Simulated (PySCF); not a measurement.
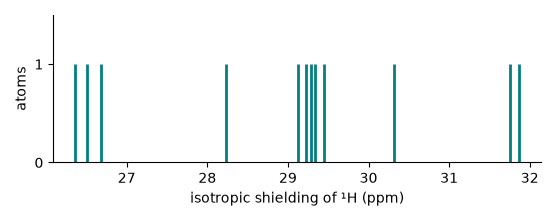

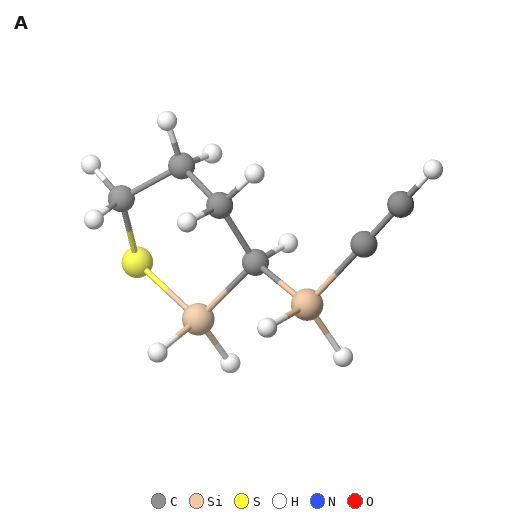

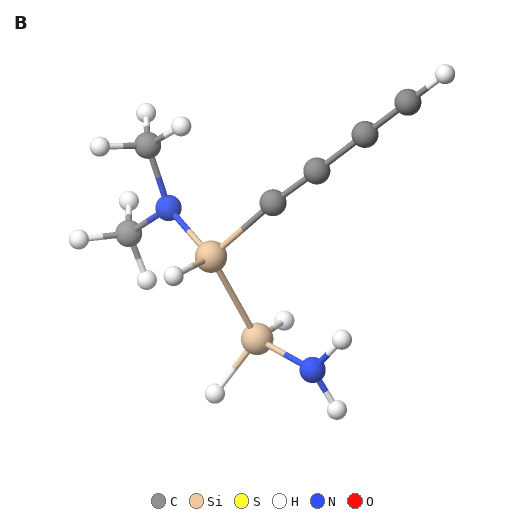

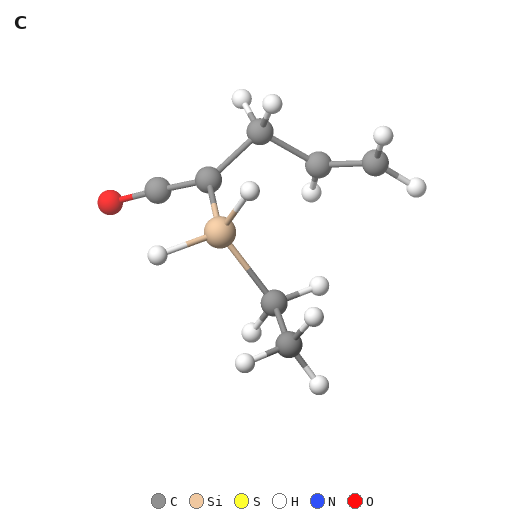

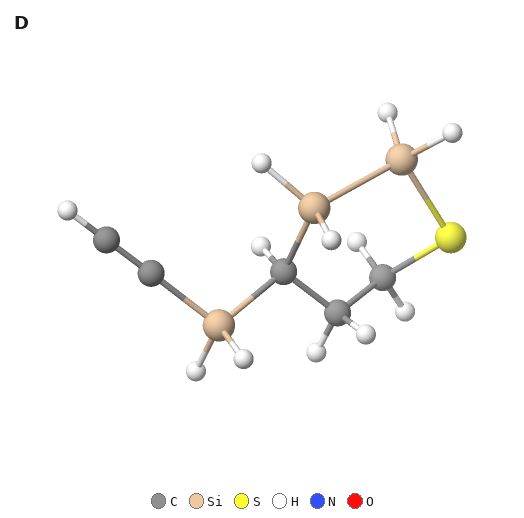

The sticks are computed shieldings of one of the molecules, for one fixed geometry (GFN2-xTB) without averaging over rotations. Low shielding means a high chemical shift. Method: GIAO PBE0/pcSseg-1 NMR shielding, non-relativistic, gas phase (PySCF 2.14.0).

> Which molecule gives this pattern?

B, `C#CC#C[Si@H]([SiH2]N)N(C)C`. Its 12 H atoms give lines at 26.36, 26.50, 26.68, 28.23, 29.12, 29.23, 29.28, 29.34, 29.45, 30.31, 31.76, 31.86 ppm.

The geometry is semi-empirical. Around Si such bond lengths and angles can be off by a tenth of an ångström or more and by several degrees, and values that hang on the shape move with them.
